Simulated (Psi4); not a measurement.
**BHLYP/def2-TZVP (core potential) run of InHF2 (SMILES [F][InH][F])**

What is the vertical ionisation energy of InHF2 at BHLYP/def2-TZVP (core potential)? 

Program for the calculation: Psi4 1.11.

2 further runs of the same task are left out: 2 set aside as unsound or not needed. Runs told in other sessions of the task aren't counted.

### Step 1. The molecule

InHF2 has 4 atoms, charge 0, and is taken as a singlet. As SMILES, `[F][InH][F]`. Geometry: relaxed at PBE0-D4/def2-TZVP.

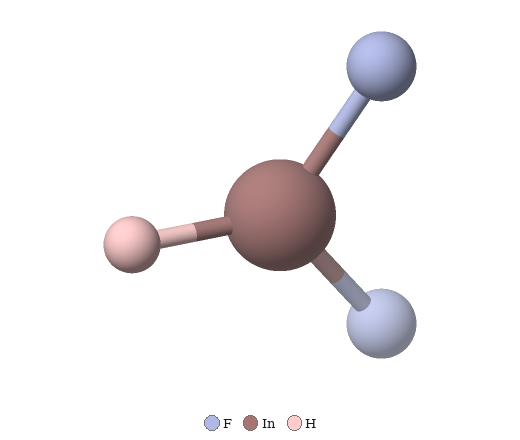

Viewed from a chosen angle; fluorine light blue, indium brown, hydrogen pink.

### Step 2. Energy and forces at BHLYP/def2-TZVP (core potential)

run.py

```python
import psi4

psi4.set_memory('2200 MB')
psi4.set_num_threads(1)
psi4.set_output_file('output.dat', False)

m = psi4.geometry("""
F
In 1 1.934534
F 2 1.934562 1 106.8052
H 2 1.681323 1 126.59953 3 179.99452
symmetry c1
""")

options = {'basis': 'def2-TZVP', 'puream': True, 'e_convergence': 1e-09, 'd_convergence': 1e-08, 'scf_type': 'pk', 'dft_radial_points': 99, 'dft_spherical_points': 590}
psi4.set_options(options)

e_tot, wfn = psi4.gradient("BHHLYP", return_wfn=True)
psi4.oeprop(wfn, "MAYER_INDICES", "WIBERG_LOWDIN_INDICES", "DIPOLE")
print('gradient / Eh bohr^-1')
print(e_tot.np.round(6))
print(f'energy = {wfn.energy():.10f} Eh')
```

Run with:

```console
python run.py
```

output.dat:

```text
[...]
    !!!  WARNING: ECP capability is in beta. Please check occupations closely.  !!!
[...]
  Running in c1 symmetry.
[...]
  Nuclear repulsion =  126.753632002303263
[...]
  Multiplicity = 1
[...]
  Nalpha       = 20
  Nbeta        = 20
[...]
    Number of basis functions: 118
[...]
   @RKS iter   1:  -390.20906461302479   -1.37037e+00   6.55424e-03 DIIS/ADIIS
[...]
   @RKS iter  11:  -390.40758739895693   -1.27329e-11   3.49978e-09 DIIS
[...]
    Orbital Energies [Eh]
    ---------------------
    Doubly Occupied:
       1A    -25.244497     2A    -25.244489     3A     -4.995137
       4A     -3.350293     5A     -3.338650     6A     -3.338172
       7A     -1.269864     8A     -1.268546     9A     -0.923304
      10A     -0.920118    11A     -0.918678    12A     -0.914829
      13A     -0.906357    14A     -0.545014    15A     -0.478045
      16A     -0.476590    17A     -0.469770    18A     -0.458363
      19A     -0.451692    20A     -0.423018
[...]
  @RKS Final Energy:  -390.40758739895693
   => Energetics <=
    Nuclear Repulsion Energy =            126.7536320023032630
    One-Electron Energy =                -868.3113172155603934
    Two-Electron Energy =                 370.9638173943147876
    DFT Exchange-Correlation Energy =     -19.8137195800145314
    Empirical Dispersion Energy =           0.0000000000000000
    VV10 Nonlocal Energy =                  0.0000000000000000
    Total Energy =                       -390.4075873989569345
[...]
  -Total Gradient:
     Atom            X                  Y                   Z
    ------   -----------------  -----------------  -----------------
       1        0.000001061175    -0.000099844709    -0.004151379426
       2       -0.000003598631     0.003102215975     0.002292500328
       3        0.000001061521    -0.004012563960     0.001108053121
       4        0.000001520265     0.000980243089     0.000728566948
[...]
 Multipole Moments:
 ------------------------------------------------------------------------------------
     Multipole            Electronic (a.u.)      Nuclear  (a.u.)        Total (a.u.)
 ------------------------------------------------------------------------------------
 L = 1.  Multiply by 2.5417464519 to convert [e a0] to [Debye]
 Dipole X            :         -0.0002400            0.0001801           -0.0000599
 Dipole Y            :         13.5104170          -12.3344551            1.1759619
 Dipole Z            :         10.0323477           -9.1591828            0.8731648
 Magnitude           :                                                    1.4646854
[...]
```

The script printed:

```text
gradient / Eh bohr^-1
[[ 1.000e-06 -1.000e-04 -4.151e-03]
 [-4.000e-06  3.102e-03  2.293e-03]
 [ 1.000e-06 -4.013e-03  1.108e-03]
 [ 2.000e-06  9.800e-04  7.290e-04]]
energy = -390.4075873990 Eh
```

It took 31 s on 1 thread of AMD EPYC 7R43 (Zen 3), shared host; peak memory 0.67 GiB.

### Step 3. The doublet cation, same level

calc.inp

```
memory 2200 mb

molecule {
  1 2
  F     -1.694300    -0.668800     0.241700
  In     0.043800     0.113800    -0.088400
  F      1.340800    -1.004700     0.811200
  H      0.365400     1.499400    -0.984800
  symmetry c1
  no_reorient
  no_com
}

set basis def2-TZVP
set reference uks
set puream true
set e_convergence 1e-09
set d_convergence 1e-08
set scf_type pk
set dft_radial_points 99
set dft_spherical_points 590
set maxiter 100

result, w = gradient("bhhlyp", return_wfn=True)
oeprop(w, "WIBERG_LOWDIN_INDICES", "DIPOLE", "MULLIKEN_CHARGES", title="BHHLYP")
```

Run with:

```console
psi4 -i calc.inp -o calc.out -n 1
```

calc.out, cut to the lines that bear on the results:

```text
[...]
    !!!  WARNING: ECP capability is in beta. Please check occupations closely.  !!!
[...]
  Running in c1 symmetry.
[...]
  Nuclear repulsion =  126.753633381027427
[...]
  Multiplicity = 2
[...]
  Nalpha       = 20
  Nbeta        = 19
[...]
    Number of basis functions: 118
[...]
   @UKS iter   1:  -389.69687962759127   -8.80079e-01   6.40698e-03 ADIIS/DIIS
[...]
   @UKS iter  36:  -389.93773223824877   -1.81899e-12   5.48775e-09 DIIS
[...]
   @S^2 Observed:                7.977635707E-01
[...]
  @UKS Final Energy:  -389.93773223824877
   => Energetics <=
    Nuclear Repulsion Energy =            126.7536333810274272
    One-Electron Energy =                -856.9897510329308261
    Two-Electron Energy =                 359.9092950806011117
    DFT Exchange-Correlation Energy =     -19.6109096669464371
    Empirical Dispersion Energy =           0.0000000000000000
    VV10 Nonlocal Energy =                  0.0000000000000000
    Total Energy =                       -389.9377322382487705
  UHF NO Occupations:
  HONO-2 :   18  A 1.9935234
  HONO-1 :   19  A 1.9828271
[...]
  -Total Gradient:
     Atom            X                  Y                   Z
    ------   -----------------  -----------------  -----------------
       1       -0.007253046916    -0.010980002282     0.006569312003
       2        0.009559165621     0.040628457379    -0.026265261668
       3        0.001825736618    -0.011933794711     0.008238519887
       4       -0.004138879849    -0.017744922764     0.011476950682
[...]
 Multipole Moments:
 ------------------------------------------------------------------------------------
     Multipole            Electronic (a.u.)      Nuclear  (a.u.)        Total (a.u.)
 ------------------------------------------------------------------------------------
 L = 1.  Multiply by 2.5417464519 to convert [e a0] to [Debye]
 Dipole X            :          3.9314613           -3.5834877            0.3479736
 Dipole Y            :         22.4610038          -21.1125872            1.3484166
 Dipole Z            :        -13.4380439           12.5381439           -0.8999000
 Magnitude           :                                                    1.6580509
[...]
  Mulliken Charges: (a.u.)
   Center  Symbol    Alpha    Beta     Spin     Total
       1     F     4.79066  4.47634  0.31432 -0.26700
       2    IN     9.83839  9.87865 -0.04025  1.28296
       3     F     4.79099  4.47524  0.31575 -0.26623
[...]
```

It took 74 s on 1 thread of AMD EPYC 7R43 (Zen 3), shared host; peak memory 0.68 GiB.

### Step 4. What came out

At BHLYP/def2-TZVP (core potential):

```
                                          quantity          value
                       singlet InHF2: total energy  -390.40759 Eh
                      singlet InHF2: dipole moment         3.72 D
                        singlet InHF2: HOMO energy      -11.51 eV
                        singlet InHF2: LUMO energy       -1.19 eV
                      singlet InHF2: HOMO–LUMO gap       10.32 eV
           singlet InHF2: largest force on an atom     0.214 eV/Å
                      doublet cation: total energy  -389.93773 Eh
doublet cation: HOMO energy (highest over α and β)      -17.89 eV
 doublet cation: LUMO energy (lowest over α and β)      -14.05 eV
                              doublet cation: ⟨S²⟩          0.798
          doublet cation: largest force on an atom     2.536 eV/Å
vertical ionisation energy (to the doublet cation)      12.785 eV
```

**Reading.** Removing an electron at fixed nuclei costs 12.79 eV (295 kcal/mol). −ε(HOMO) before ionisation, 11.51 eV, is 1.27 eV below this ionisation energy. Mulliken charges (doublet cation) run from -0.27 on F1 to +1.28 on In2.
